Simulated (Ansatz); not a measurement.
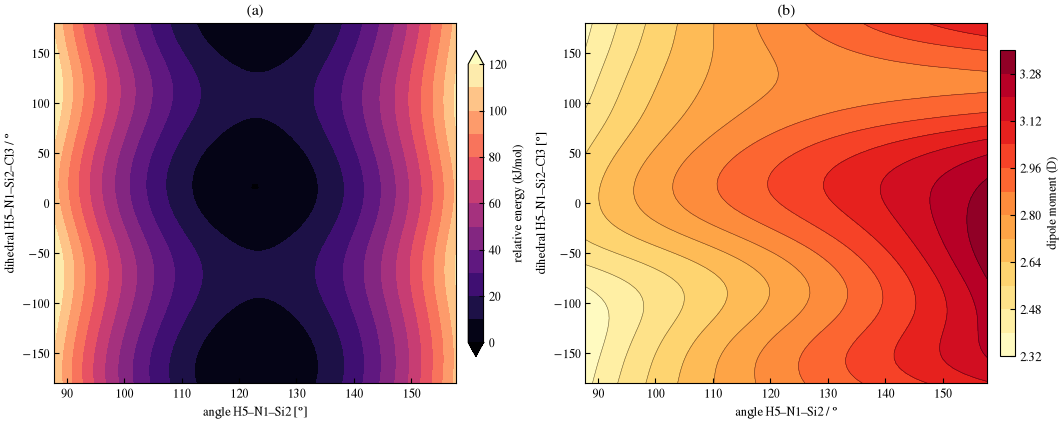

BrClH2NSi, SMILES N[Si](Cl)Br, spin multiplicity 2. 
- First axis: angle H5–N1–Si2. Second axis: dihedral H5–N1–Si2–Cl3.
- Nothing is relaxed (all other coordinates rigid).
- The scan uses a 15 × 15 grid.
- All energies are given in kJ/mol relative to the lowest grid point.
- The calculation used UHF/def2-SVP in Ansatz.

Panel (a) is the energy; panel (b) is the computed dipole moment, in D.

In the figure: filled contours, one colour for all values above the top of the scale. Between grid points the surface is interpolated.

**How does the dipole moment vary over the map, and what is it at the lowest grid point?**

Leaving out the highest fifth of the energies, it runs from 2.45 D at angle H5–N1–Si2 = 92.8°, dihedral H5–N1–Si2–Cl3 = −156° to 3.26 D at angle H5–N1–Si2 = 152.8°, dihedral H5–N1–Si2–Cl3 = −12°. At the lowest grid point, angle H5–N1–Si2 = 122.8°, dihedral H5–N1–Si2–Cl3 = 12°, it is 2.99 D.
